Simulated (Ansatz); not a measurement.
# Nudged elastic band of BH3F

System: BH3F, multiplicity 2.
Method: UKS B3LYP-D4/def2-TZVP (Ansatz 0.2.0).

One setting was made poor on purpose. It belongs to a series of runs on one base structure; here: band between the two ends. Figures and captions count atoms from 1; the log counts them from 0 in places.

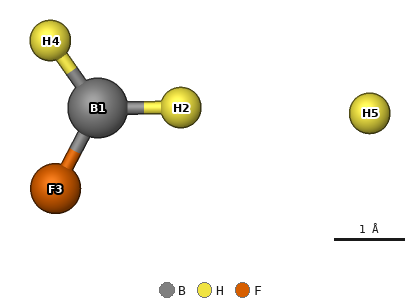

Fig. 1: The structure as given in the input (ball-and-stick view, seen at a tilt; atoms are numbered from 1 in the order of the input).

Input file:
```yaml
crystal:
  periodic: [false, false, false]
  atoms:
    - { symbol: B, position_ang: [-0.031456, 0.0, -0.24522] }
    - { symbol: H, position_ang: [-0.035052, 0.0, 0.947862] }
    - { symbol: F, position_ang: [1.139156, 0.0, -0.857971] }
    - { symbol: H, position_ang: [-1.014022, 0.0, -0.921787] }
    - { symbol: H, position_ang: [0.053975, 0.0, 3.662115] }
magnetization:
  spin_polarized: true
  initial_magnetization: 1
basis:
  gaussian: { orbitals: def2-TZVP }
hamiltonian:
  xc: b3lyp
  dispersion: d4
neb:
  order_check: false
  images: 7
  f_tol: 0.2
  max_iterations: 60
  final_atoms:
    - { symbol: B, position_ang: [0.04760396, -0.00019283, -0.66934955] }
    - { symbol: H, position_ang: [0.01056084, -0.00044807, 2.54308567] }
    - { symbol: F, position_ang: [1.1439292, 0.00018825, -1.37552769] }
    - { symbol: H, position_ang: [-1.03195329, 0.00024405, -1.1983124] }
    - { symbol: H, position_ang: [-0.05753971, 0.0002086, 3.28510296] }
  initial_path:
    images:
      - { positions_ang: [[-0.031456, 0.0, -0.24522], [-0.035052, 0.0, 0.947862], [1.139156, 0.0, -0.857971], [-1.014022, 0.0, -0.921787], [0.053975, 0.0, 3.662115]] }
      - { positions_ang: [[-0.02318565, 0.0, -0.18393211], [-0.02701424, 0.0, 1.07087761], [1.14106558, 0.0, -0.80759626], [-1.01726631, 0.0, -0.84091642], [0.03900162, 0.0, 3.34656618]] }
      - { positions_ang: [[-0.0149153, 0.0, -0.12264422], [-0.01897648, 0.0, 1.19389323], [1.14297517, 0.0, -0.75722153], [-1.02051062, 0.0, -0.76004584], [0.02402823, 0.0, 3.03101736]] }
      - { positions_ang: [[-0.00664495, 0.0, -0.06135632], [-0.01093872, 0.0, 1.31690884], [1.14488475, 0.0, -0.70684679], [-1.02375493, 0.0, -0.67917525], [0.00905485, 0.0, 2.71546853]] }
      - { positions_ang: [[0.0016254, 0.0, -6.843e-05], [-0.00290096, 0.0, 1.43992445], [1.14679434, 0.0, -0.65647206], [-1.02699924, 0.0, -0.59830467], [-0.00591854, 0.0, 2.39991971]] }
      - { positions_ang: [[0.01312004, -4.821e-05, -0.16738871], [0.00046449, -0.00011202, 1.71571476], [1.14607805, 4.706e-05, -0.83623597], [-1.02823775, 6.101e-05, -0.7483066], [-0.01882383, 5.215e-05, 2.62121552]] }
      - { positions_ang: [[0.02461468, -9.641e-05, -0.33470899], [0.00382994, -0.00022404, 1.99150506], [1.14536177, 9.412e-05, -1.01599987], [-1.02947626, 0.00012203, -0.89830853], [-0.03172913, 0.0001043, 2.84251134]] }
      - { positions_ang: [[0.03610932, -0.00014462, -0.50202927], [0.00719539, -0.00033606, 2.26729537], [1.14464549, 0.00014119, -1.19576378], [-1.03071478, 0.00018304, -1.04831047], [-0.04463442, 0.00015645, 3.06380715]] }
      - { positions_ang: [[0.04760396, -0.00019283, -0.66934955], [0.01056084, -0.00044807, 2.54308567], [1.1439292, 0.00018825, -1.37552769], [-1.03195329, 0.00024405, -1.1983124], [-0.05753971, 0.0002086, 3.28510296]] }
```

Machine: 2 threads of Arm Neoverse V2, 24 GiB of memory available, shared host.

Run as:
```bash
ansatz run input.yaml --threads 2 --pin off --max-ram 3072MiB --backend cpu --events-out ev --progress --plain --runs-dir out
```

Log:
```
Engine: ansatz 0.2.0, aarch64-unknown-linux-gnu
Functional definition: B3LYP
  parameter a0 = 0.2
  parameter ax = 0.72
  parameter ac = 0.81
  exchange = (1 - a0 - ax)*slater_x + ax*b88_x + a0*exact_x
  correlation = (1 - ac)*vwn_rpa_c + ac*lyp_c
457 factors; their error is unknown
mean field evaluation 1: about -3440.6818 eV, gradient 2.0e1 eV
mean field evaluation 2: about -3439.8126 eV, gradient 2.9e1 eV
mean field evaluation 4: about -3441.9663 eV, gradient 5.8e-1 eV
mean field evaluation 8: about -3441.9725 eV, gradient 9.9e-2 eV
mean field evaluation 16: about -3441.9725 eV, gradient 1.3e-5 eV
mean field -3441.97252124 eV, -126.4901571029 hartree, gradient 1.3e-5 eV, S^2 0.750077; 0 other end points of the search recorded, 0 dependent functions left out
the calculation of the forces begins
reference -3441.97274466 eV, -126.4901653134 hartree; 9, 8 occupied and 71, 72 virtual orbitals, 457 factors
457 factors; their error is unknown
mean field -3442.02321740 eV, -126.4920201522 hartree, gradient 2.4e-5 eV, S^2 0.751664; 0 other end points of the search recorded, 0 dependent functions left out
[... from here on the field's lines of each further geometry are left out, up to the last ...]
NEB iter   1: max|band force component| = 2.315e0 eV/Å  barrier→ = 0.3047 eV  barrier← = 0.3528 eV  Δτ_max = 0.1983 Å  (244 SCF iters)
NEB iter   2: max|band force component| = 1.574e0 eV/Å  barrier→ = 0.4651 eV  barrier← = 0.5133 eV  Δτ_max = 0.1386 Å  (214 SCF iters)
NEB iter   3: max|band force component| = 1.441e0 eV/Å  barrier→ = 0.3198 eV  barrier← = 0.3679 eV  Δτ_max = 0.0531 Å  (209 SCF iters)
NEB iter   4: max|band force component| = 4.607e-1 eV/Å  barrier→ = 0.2462 eV  barrier← = 0.2943 eV  CI = image 4  Δτ_max = 0.1578 Å  (203 SCF iters)
NEB iter   5: max|band force component| = 3.120e-1 eV/Å  barrier→ = 0.3051 eV  barrier← = 0.3533 eV  CI = image 4  Δτ_max = 0.0635 Å  (210 SCF iters)
NEB iter   6: max|band force component| = 4.814e-1 eV/Å  barrier→ = 0.2974 eV  barrier← = 0.3455 eV  CI = image 4  Δτ_max = 0.0318 Å  (210 SCF iters)
NEB iter   7: max|band force component| = 4.051e-1 eV/Å  barrier→ = 0.2968 eV  barrier← = 0.3450 eV  CI = image 4  Δτ_max = 0.0318 Å  (205 SCF iters)
NEB iter   8: max|band force component| = 2.368e-1 eV/Å  barrier→ = 0.2968 eV  barrier← = 0.3449 eV  CI = image 4  Δτ_max = 0.0300 Å  (202 SCF iters)
the calculation of the forces begins
reference -3442.01654925 eV, -126.4917751025 hartree; 9, 8 occupied and 71, 72 virtual orbitals, 457 factors
457 factors; their error is unknown
mean field evaluation 640: about -3441.6507 eV, gradient 1.3e-1 eV
mean field -3441.65080384 eV, -126.4783342064 hartree, gradient 1.3e-5 eV, S^2 0.757258; 1 other end points of the search recorded, 0 dependent functions left out
the calculation of the forces begins
reference -3441.65100353 eV, -126.4783415449 hartree; 9, 8 occupied and 71, 72 virtual orbitals, 457 factors
NEB iter   9: max|band force component| = 8.263e-2 eV/Å  barrier→ = 0.2968 eV  barrier← = 0.3449 eV  CI = image 4  Δτ_max = 0.0000 Å  (367 SCF iters)
```

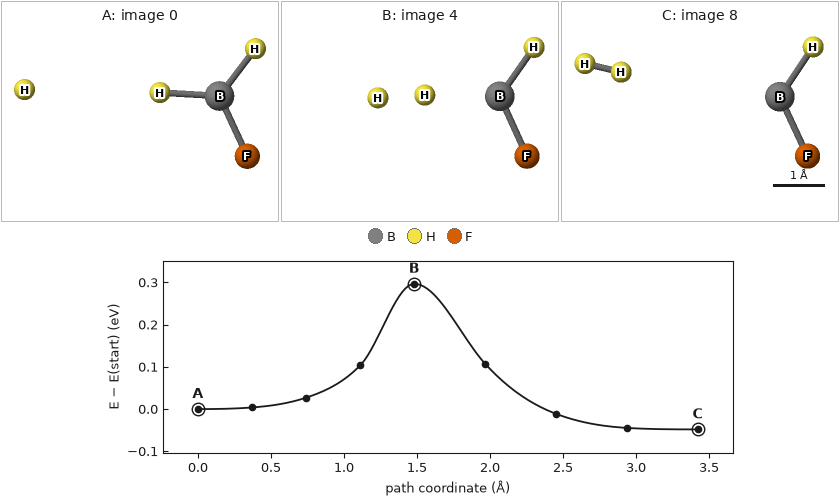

Fig. 2: Images of the last band (counted from 0; ball-and-stick, seen on its broad side) above the energy along the path; the line is a cubic interpolation that uses the forces. The highest image is number 4, 0.297 eV above the start and 0.345 eV above the end (the climbing image); the end lies 0.048 eV below the start. The path is 3.42 Å long. The band converged in 9 iterations.

```
Total energy: -3441.71729882 eV, -126.4807778519 hartree
Atom 0 at    -0.038107    -0.000396    -0.024536 Å, force     0.020173    -0.001320    -0.005676 eV/Å
Atom 1 at    -0.019455    -0.000629     1.479056 Å, force    -0.001627     0.000354     0.002469 eV/Å
Atom 2 at     1.140486     0.000268    -0.593354 Å, force    -0.014550     0.000422     0.003846 eV/Å
Atom 3 at    -1.032854     0.000230    -0.692085 Å, force    -0.002717     0.000521    -0.000007 eV/Å
Atom 4 at     0.062531     0.000527     2.415919 Å, force    -0.001279     0.000023    -0.000633 eV/Å
Dipole moment:    -0.128667    -0.000068    -0.162342 e Å
this run last wrote the band of iteration 9 to [file]
```

The last band as extended XYZ (Å, eV, eV/Å):
```
5
Properties=species:S:1:pos:R:3:forces:R:3 image=0 energy=-3442.01388
B    -0.0315    0.0000   -0.2452   -0.0022   0.0000   0.0002
H    -0.0351    0.0000    0.9479   -0.0007   0.0000   0.0058
F     1.1392    0.0000   -0.8580    0.0060   0.0000  -0.0034
H    -1.0140    0.0000   -0.9218   -0.0032   0.0000  -0.0025
H     0.0540    0.0000    3.6621    0.0002   0.0000   0.0000
5
Properties=species:S:1:pos:R:3:forces:R:3 image=1 energy=-3442.01006
B    -0.0382   -0.0004   -0.1626    0.0779  -0.0042  -0.0881
H    -0.0623   -0.0051    1.0300   -0.0019   0.0015   0.0093
F     1.1440    0.0019   -0.7568   -0.0568   0.0012   0.0477
H    -1.0063    0.0013   -0.8590   -0.0209   0.0015   0.0073
H     0.0755    0.0023    3.3333    0.0017   0.0000   0.0238
5
Properties=species:S:1:pos:R:3:forces:R:3 image=2 energy=-3441.98683
B    -0.0383   -0.0007   -0.0836    0.0192   0.0045  -0.0537
H    -0.0643   -0.0024    1.1123   -0.0073  -0.0018  -0.0260
F     1.1445    0.0010   -0.6710   -0.0140  -0.0013  -0.0045
H    -1.0103    0.0007   -0.7746   -0.0052  -0.0016  -0.0187
H     0.0809    0.0013    3.0019    0.0073   0.0001   0.1029
5
Properties=species:S:1:pos:R:3:forces:R:3 image=3 energy=-3441.91032
B    -0.0374    0.0000   -0.0101    0.0140   0.0017   0.0211
H    -0.0481    0.0004    1.2129   -0.0368  -0.0006  -0.2824
F     1.1403    0.0001   -0.6002   -0.0061  -0.0005  -0.0146
H    -1.0196   -0.0001   -0.6887    0.0086  -0.0006   0.0095
H     0.0774   -0.0003    2.6711    0.0203   0.0000   0.2664
5
Properties=species:S:1:pos:R:3:forces:R:3 image=4 energy=-3441.71710
B    -0.0381   -0.0004   -0.0245    0.0202  -0.0013  -0.0057
H    -0.0195   -0.0006    1.4791   -0.0016   0.0004   0.0025
F     1.1405    0.0003   -0.5934   -0.0146   0.0004   0.0038
H    -1.0329    0.0002   -0.6921   -0.0027   0.0005   0.0000
H     0.0625    0.0005    2.4159   -0.0013   0.0000  -0.0006
5
Properties=species:S:1:pos:R:3:forces:R:3 image=5 energy=-3441.90637
B    -0.0565   -0.0067   -0.2107   -0.0150  -0.0150  -0.1479
H    -0.0050   -0.0024    1.8203    0.0117  -0.0021   0.2731
F     1.1434    0.0027   -0.7216    0.0019   0.0056  -0.1022
H    -1.0451    0.0034   -0.8871   -0.0100   0.0072  -0.1544
H     0.0758    0.0030    2.5840    0.0114   0.0043   0.1314
5
Properties=species:S:1:pos:R:3:forces:R:3 image=6 energy=-3442.02495
B    -0.0807   -0.0115   -0.3828    0.0072  -0.0065  -0.0543
H     0.0004   -0.0048    2.0927    0.0021  -0.0009   0.0749
F     1.1361    0.0046   -0.8526   -0.0143   0.0023  -0.0312
H    -1.0369    0.0061   -1.1088   -0.0021   0.0033  -0.0588
H     0.0938    0.0056    2.8366    0.0071   0.0018   0.0694
5
Properties=species:S:1:pos:R:3:forces:R:3 image=7 energy=-3442.05843
B    -0.0736   -0.0035   -0.5561    0.0089  -0.0002  -0.0127
H     0.0011   -0.0021    2.3590    0.0010   0.0000   0.0144
F     1.1389    0.0016   -1.0369   -0.0096   0.0000  -0.0040
H    -1.0317    0.0019   -1.2822   -0.0007   0.0001  -0.0114
H     0.0779    0.0021    3.1011    0.0004   0.0000   0.0137
5
Properties=species:S:1:pos:R:3:forces:R:3 image=8 energy=-3442.06203
B     0.0476   -0.0002   -0.6694    0.0005   0.0000   0.0041
H     0.0106   -0.0004    2.5431   -0.0006   0.0000  -0.0011
F     1.1439    0.0002   -1.3755    0.0051   0.0000  -0.0022
H    -1.0320    0.0002   -1.1983   -0.0059   0.0000  -0.0031
H    -0.0575    0.0002    3.2851    0.0008   0.0000   0.0022
```

Key numbers:

```tsv
quantity	value
outcome	converged
barrier, forward	0.297 eV
barrier, backward	0.345 eV
wall time	53 s (CPU time 1.7 min)
peak memory	0.12 GiB
```

Remarks:

A deliberately poor setting: loose force. The order of the saddle point was not checked.
